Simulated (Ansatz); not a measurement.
## Geometry relaxation, with input and output: GeH₄F₂ (part 1 of 2)

The run: geometry relaxation of GeH₄F₂. Method and program: RKS PBE/def2-SVP (Ansatz 0.2.0).

The input holds or restrains some coordinates. It belongs to a series of runs on one base structure; here: pulled along the bonds that form and break, towards end B.

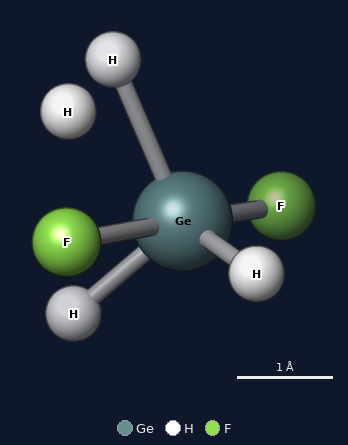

*The input geometry (ball-and-stick view, seen at a tilt). Sticks mark near contacts.*

Bond lengths as drawn: F–Ge 1.68 to 1.98 Å and Ge–H 1.55 to 1.90 Å.

**The input**
```yaml
crystal:
  periodic: [false, false, false]
  atoms:
    - { symbol: Ge, position_ang: [0.0, 0.0, 0.0] }
    - { symbol: H, position_ang: [0.0, 0.0, 1.9] }
    - { symbol: F, position_ang: [1.5842, 0.0, -0.5594] }
    - { symbol: H, position_ang: [-0.73, 1.2648, -0.5162] }
    - { symbol: H, position_ang: [-0.73, -1.2648, -0.5162] }
    - { symbol: F, position_ang: [-1.879, 0.0, 0.6243] }
    - { symbol: H, position_ang: [-1.0089, 0.0, 1.7574] }
basis:
  gaussian: { orbitals: def2-SVP }
hamiltonian:
  xc: pbe
relax:
  f_tol: 0.15
  max_steps: 25
  restrain:
    - { distance: [0, 5], at: 1.68, k: 30.0 }
    - { distance: [6, 1], at: 0.66, k: 30.0 }
    - { distance: [0, 1], at: 2.75, k: 30.0 }
    - { distance: [6, 5], at: 2.12, k: 30.0 }
output:
  orbitals: {}
```

Machine: 1 thread of Arm Neoverse V1, 24 GiB of memory available, shared host.

Run as:
```bash
ansatz run input.yaml --threads 1 --pin off --max-ram 2048MiB --backend cpu --events-out ev --progress --plain --runs-dir out
```

**What the program printed**
```
The last accepted step is kept in [file] (removed where the run ends without a failure and the disk answers)
Engine: ansatz 0.2.0, aarch64-unknown-linux-gnu
Functional definition: PBE
  parameter kappa = 0.804
  parameter beta = 0.06672455060314922
  exchange = pbe_x(kappa = kappa, mu = beta*pi^2/3)
  correlation = pbe_c(beta = beta)
879 factors; their error is unknown
mean field evaluation 1: about -61985.2224 eV, gradient 5.2e1 eV
mean field evaluation 2: about -61896.9644 eV, gradient 1.9e2 eV
mean field evaluation 4: about -61989.2057 eV, gradient 1.1e1 eV
mean field evaluation 8: about -61989.4398 eV, gradient 1.8e-1 eV
mean field evaluation 16: about -61989.3850 eV, gradient 5.2e-5 eV
mean field -61989.38497646 eV, -2278.0678799705 hartree, gradient 5.2e-5 eV, S^2 0.000000; 0 other end points of the search recorded, 0 dependent functions left out
the calculation of the forces begins
reference -61989.38500557 eV, -2278.0678810405 hartree; 27, 27 occupied and 53, 53 virtual orbitals, 879 factors
relax step   1: F+E_penalty+E_count = -61989.38497646 eV  Δ(F+E_penalty+E_count) = +0.000e0 eV  max|allowed force component| = 4.235e0 eV/Å  E_restraint = 21.28976273 eV  max|allowed force component, restraints' pulls added| = 2.358e1 eV/Å  Δτ_max = 0.0000 Å  (27 SCF iters, accepted)
  distance Ge 0 - F 5 = 1.9800 Å
  distance H 6 - H 1 = 1.0189 Å
  distance Ge 0 - H 1 = 1.9000 Å
  distance H 6 - F 5 = 1.4286 Å
these checks for a lower state are left out or cut short: starts, cluster_reference, orbital_swaps, neighbouring_geometries, increment
879 factors; their error is unknown
mean field -61989.74652638 eV, -2278.0811666853 hartree, gradient 2.2e-5 eV, S^2 0.000000; 0 other end points of the search recorded, 0 dependent functions left out
the calculation of the forces begins
reference -61989.74655607 eV, -2278.0811677761 hartree; 27, 27 occupied and 53, 53 virtual orbitals, 879 factors
relax step   2: F+E_penalty+E_count = -61989.74652638 eV  Δ(F+E_penalty+E_count) = -3.615e-1 eV  max|allowed force component| = 3.138e0 eV/Å  E_restraint = 8.18919845 eV  max|allowed force component, restraints' pulls added| = 1.430e1 eV/Å  Δτ_max = 0.1949 Å  (34 SCF iters, accepted)
  distance Ge 0 - F 5 = 1.9317 Å
  distance H 6 - H 1 = 0.8411 Å
  distance Ge 0 - H 1 = 2.2450 Å
  distance H 6 - F 5 = 1.6787 Å
these checks for a lower state are left out or cut short: starts, cluster_reference, orbital_swaps, neighbouring_geometries, increment
879 factors; their error is unknown
mean field evaluation 32: about -61990.1246 eV, gradient 2.4e-5 eV
mean field -61990.12462784 eV, -2278.0950616576 hartree, gradient 1.3e-5 eV, S^2 0.000000; 0 other end points of the search recorded, 0 dependent functions left out
the calculation of the forces begins
reference -61990.12465680 eV, -2278.0950627219 hartree; 27, 27 occupied and 53, 53 virtual orbitals, 879 factors
relax step   3: F+E_penalty+E_count = -61990.12462784 eV  Δ(F+E_penalty+E_count) = -3.781e-1 eV  max|allowed force component| = 2.758e0 eV/Å  E_restraint = 1.31957213 eV  max|allowed force component, restraints' pulls added| = 6.916e0 eV/Å  Δτ_max = 0.1947 Å  (34 SCF iters, accepted)
  distance Ge 0 - F 5 = 1.8318 Å
  distance H 6 - H 1 = 0.7079 Å
  distance Ge 0 - H 1 = 2.5411 Å
  distance H 6 - F 5 = 1.9821 Å
these checks for a lower state are left out or cut short: starts, cluster_reference, orbital_swaps, neighbouring_geometries, increment
879 factors; their error is unknown
mean field -61990.86272126 eV, -2278.1221860905 hartree, gradient 1.9e-5 eV, S^2 0.000000; 0 other end points of the search recorded, 0 dependent functions left out
the calculation of the forces begins
reference -61990.86275110 eV, -2278.1221871868 hartree; 27, 27 occupied and 53, 53 virtual orbitals, 879 factors
relax step   4: F+E_penalty+E_count = -61990.86272126 eV  Δ(F+E_penalty+E_count) = -7.381e-1 eV  max|allowed force component| = 2.662e0 eV/Å  E_restraint = 0.12170033 eV  max|allowed force component, restraints' pulls added| = 1.976e0 eV/Å  Δτ_max = 0.1950 Å  (33 SCF iters, accepted)
  distance Ge 0 - F 5 = 1.7572 Å
  distance H 6 - H 1 = 0.7052 Å
  distance Ge 0 - H 1 = 2.7420 Å
  distance H 6 - F 5 = 2.1126 Å
these checks for a lower state are left out or cut short: starts, cluster_reference, orbital_swaps, neighbouring_geometries, increment
879 factors; their error is unknown
mean field -61991.41441706 eV, -2278.1424605371 hartree, gradient 1.8e-5 eV, S^2 0.000000; 0 other end points of the search recorded, 0 dependent functions left out
the calculation of the forces begins
reference -61991.41444628 eV, -2278.1424616110 hartree; 27, 27 occupied and 53, 53 virtual orbitals, 879 factors
relax step   5: F+E_penalty+E_count = -61991.41441706 eV  Δ(F+E_penalty+E_count) = -5.517e-1 eV  max|allowed force component| = 2.276e0 eV/Å  E_restraint = 0.10335762 eV  max|allowed force component, restraints' pulls added| = 9.759e-1 eV/Å  Δτ_max = 0.1949 Å  (32 SCF iters, accepted)
  distance Ge 0 - F 5 = 1.7358 Å
  distance H 6 - H 1 = 0.7134 Å
  distance Ge 0 - H 1 = 2.7802 Å
  distance H 6 - F 5 = 2.1245 Å
these checks for a lower state are left out or cut short: starts, cluster_reference, orbital_swaps, neighbouring_geometries, increment
879 factors; their error is unknown
mean field -61991.81142203 eV, -2278.1570502006 hartree, gradient 1.9e-5 eV, S^2 0.000000; 0 other end points of the search recorded, 0 dependent functions left out
the calculation of the forces begins
reference -61991.81145114 eV, -2278.1570512704 hartree; 27, 27 occupied and 53, 53 virtual orbitals, 879 factors
relax step   6: F+E_penalty+E_count = -61991.81142203 eV  Δ(F+E_penalty+E_count) = -3.970e-1 eV  max|allowed force component| = 1.631e0 eV/Å  E_restraint = 0.11985357 eV  max|allowed force component, restraints' pulls added| = 7.601e-1 eV/Å  Δτ_max = 0.1950 Å  (33 SCF iters, accepted)
  distance Ge 0 - F 5 = 1.7305 Å
  distance H 6 - H 1 = 0.7285 Å
  distance Ge 0 - H 1 = 2.7773 Å
  distance H 6 - F 5 = 2.1232 Å
these checks for a lower state are left out or cut short: starts, cluster_reference, orbital_swaps, neighbouring_geometries, increment
879 factors; their error is unknown
mean field evaluation 64: about -61991.9953 eV, gradient 8.2e0 eV
mean field -61992.09243173 eV, -2278.1673771168 hartree, gradient 1.8e-5 eV, S^2 0.000000; 0 other end points of the search recorded, 0 dependent functions left out
the calculation of the forces begins
reference -61992.09246117 eV, -2278.1673781984 hartree; 27, 27 occupied and 53, 53 virtual orbitals, 879 factors
relax step   7: F+E_penalty+E_count = -61992.09243173 eV  Δ(F+E_penalty+E_count) = -2.810e-1 eV  max|allowed force component| = 1.504e0 eV/Å  E_restraint = 0.11907098 eV  max|allowed force component, restraints' pulls added| = 8.201e-1 eV/Å  Δτ_max = 0.2000 Å  (33 SCF iters, accepted)
  distance Ge 0 - F 5 = 1.7249 Å
  distance H 6 - H 1 = 0.7305 Å
  distance Ge 0 - H 1 = 2.7808 Å
  distance H 6 - F 5 = 2.1223 Å
these checks for a lower state are left out or cut short: starts, cluster_reference, orbital_swaps, neighbouring_geometries, increment
879 factors; their error is unknown
mean field -61992.28585218 eV, -2278.1744851869 hartree, gradient 1.0e-5 eV, S^2 0.000000; 0 other end points of the search recorded, 0 dependent functions left out
the calculation of the forces begins
reference -61992.28588250 eV, -2278.1744863012 hartree; 27, 27 occupied and 53, 53 virtual orbitals, 879 factors
relax step   8: F+E_penalty+E_count = -61992.28585218 eV  Δ(F+E_penalty+E_count) = -1.934e-1 eV  max|allowed force component| = 1.723e0 eV/Å  E_restraint = 0.09109058 eV  max|allowed force component, restraints' pulls added| = 3.631e-1 eV/Å  Δτ_max = 0.2000 Å  (34 SCF iters, accepted)
  distance Ge 0 - F 5 = 1.7220 Å
  distance H 6 - H 1 = 0.7236 Å
  distance Ge 0 - H 1 = 2.7645 Å
  distance H 6 - F 5 = 2.1274 Å
these checks for a lower state are left out or cut short: starts, cluster_reference, orbital_swaps, neighbouring_geometries, increment
879 factors; their error is unknown
mean field -61992.29436362 eV, -2278.1747979768 hartree, gradient 1.6e-5 eV, S^2 0.000000; 0 other end points of the search recorded, 0 dependent functions left out
the calculation of the forces begins
reference -61992.29439436 eV, -2278.1747991063 hartree; 27, 27 occupied and 53, 53 virtual orbitals, 879 factors
relax step   9: F+E_penalty+E_count = -61992.29436362 eV  Δ(F+E_penalty+E_count) = -8.511e-3 eV  max|allowed force component| = 1.773e0 eV/Å  E_restraint = 0.07708346 eV  max|allowed force component, restraints' pulls added| = 9.746e-2 eV/Å  Δτ_max = 0.0811 Å  (27 SCF iters, accepted)
  distance Ge 0 - F 5 = 1.7141 Å
  distance H 6 - H 1 = 0.7207 Å
  distance Ge 0 - H 1 = 2.7635 Å
  distance H 6 - F 5 = 2.1304 Å
879 factors; their error is unknown
mean field evaluation 96: about -61992.3504 eV, gradient 6.6e-1 eV
```

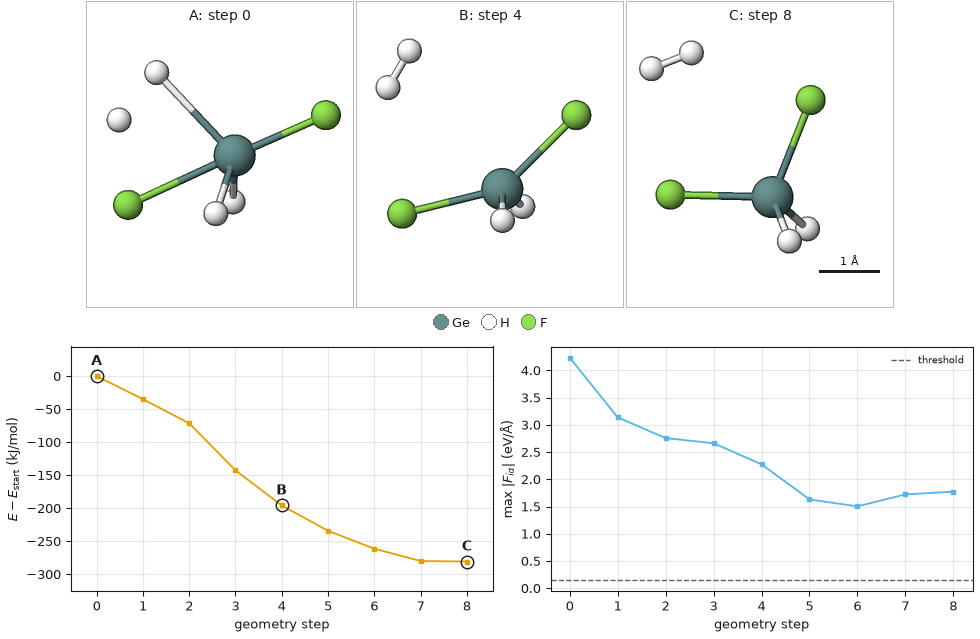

*Frames of the restrained relaxation (ball-and-stick view, seen at a tilt) above the curves, on which the letters mark them (the first geometry is step 0 here and step 1 in the log).*

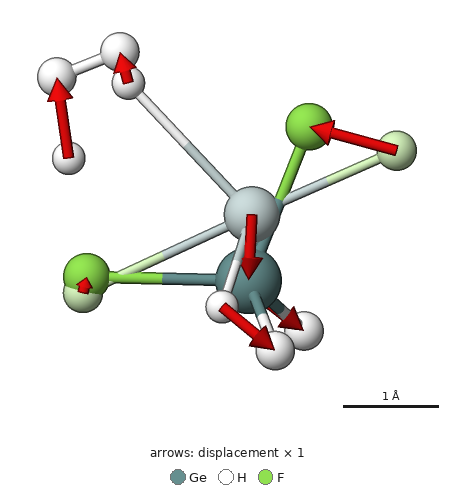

*Start (faint) and end (solid) with the displacements as red arrows, at true length (ball-and-stick view, seen at a tilt). The two geometries are laid on each other by the best rigid fit.*

After 8 geometry steps the energy has fallen by 280.7 kJ/mol. Largest force component: 4.2 eV/Å at the start, 1.8 eV/Å at the end. F3 moves most after the best rigid fit: 0.96 Å. Largest moves by element: F 0.96 Å, H 0.87 Å, Ge 0.70 Å. Among the contacts that change: Ge1–H2 1.900 → 2.763 Å, H2–H7 1.019 → 0.721 Å, Ge1–F6 1.980 → 1.714 Å, Ge1–F3 1.680 → 1.753 Å. New bonds form: H2–H7 (1.02 → 0.72 Å). Among the angles that change: F3–Ge1–F6 178.9° → 110.6°, H4–Ge1–F6 70.0° → 106.8°, H4–Ge1–H5 109.5° → 120.4°. (Atoms are counted from 1 in the order of the input.)
